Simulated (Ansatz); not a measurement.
## Electronic structure of CH$_{4}$AlSi (SMILES [AlH+][CH]=[SiH2]) (charge +1) in real space

```xyz
7

C     0.8412   -0.5453    0.8247
Al   -0.7829   -0.6178    1.6680
Si    1.1725    0.4008   -0.5773
H     0.1074    1.2261   -1.1765
H    -2.1833   -0.6421    2.3444
H     2.4928    0.4326   -1.2277
H     1.6598   -1.1399    1.2328
```

Geometry: r2SCAN-D4/def2-TZVP.

Level of theory: isolated molecule in a Gaussian basis; Kohn-Sham density functional theory, functional PBE0 in Ansatz 0.2.0.

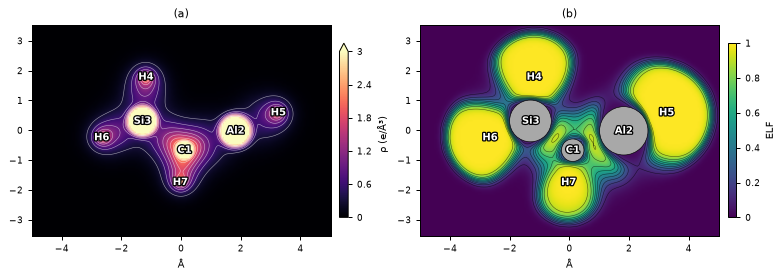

Figure 1. (a) electron density; (b) ELF on the molecular plane. Grey discs cover the atomic cores in the ELF map.

### What do the fields say about this system?

The plane passes through C, Al, Si and H nuclei. C–Si (1.72 Å): the density is about 1.1 e/Å³ at the midpoint; the ELF peaks at about 0.90 between the atoms: localised, covalent bonding. C–Al (1.83 Å): ρ is about 0.82 e/Å³ halfway; the ELF peaks at about 0.90 between the atoms, as expected for a polar covalent bond. C–H (1.09 Å): the density is about 1.9 e/Å³ at the midpoint; the ELF climbs to about 1 towards the hydrogen, as it does in any bond to H: a covalent bond by its length. Si–H (1.47 Å): ρ at the midpoint is about 0.85 e/Å³; the ELF climbs to about 1 towards the hydrogen. Al–H (1.56 Å): the density is about 0.62 e/Å³ at the midpoint; the ELF climbs to about 1 towards the hydrogen.

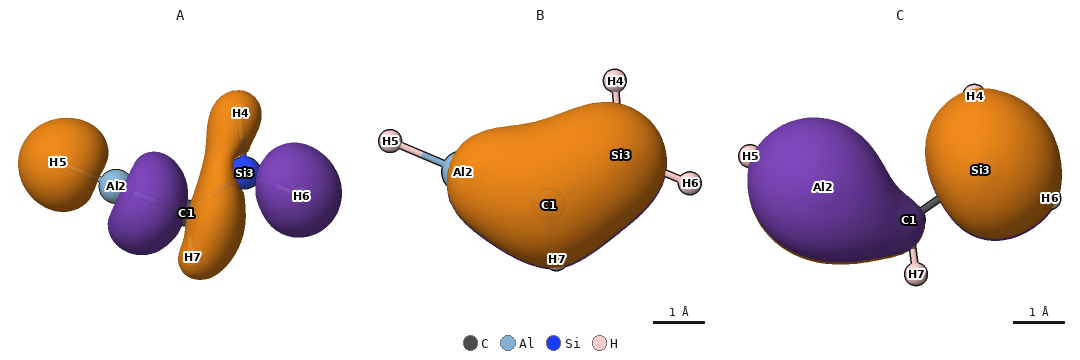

Figure 2. Three frontier orbitals at ±0.08 Å⁻³ᐟ² (orange and purple are the two phases), in no order.

### Order the three orbitals by energy and name them.

A is the HOMO−1 (−14.18 eV). It lies mainly on C1 (about 30 %), Al2 (about 20 %), Si3 (about 15 %), H6 (about 15 %) and H5 (about 15 %); it is symmetric in the molecular plane (an in-plane orbital: σ, lone-pair or in-plane π type). B is the HOMO (−12.27 eV). By Hirshfeld shares it lies mainly on C1 (about 50 %), Si3 (about 30 %) and Al2 (about 15 %); it changes sign across the molecular plane (π type); π-bonding across C1–Al2 and C1–Si3. C is the LUMO (−6.99 eV). By Hirshfeld shares it lies mainly on Si3 (about 45 %), Al2 (about 35 %) and C1 (about 10 %); it changes sign across the molecular plane (π type).

### What is the HOMO–LUMO gap?

5.28 eV between the orbital energies.

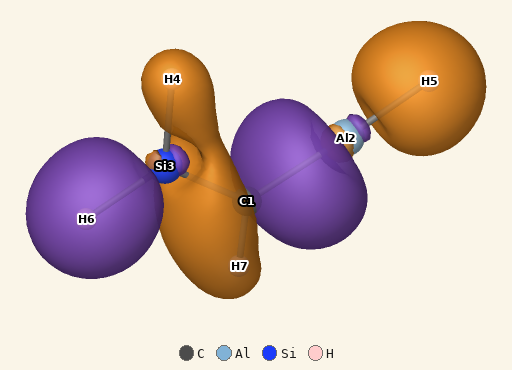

Figure 3. The HOMO−1 at ±0.1 Å⁻³ᐟ² (orange and purple are the two phases), seen at an oblique angle.

### Where does this orbital lie, and at what energy?

By Hirshfeld shares it lies mainly on C1 (about 30 %), Al2 (about 20 %), Si3 (about 15 %), H6 (about 15 %) and H5 (about 15 %); it is symmetric in the molecular plane (an in-plane orbital: σ, lone-pair or in-plane π type). Its energy is −14.18 eV.
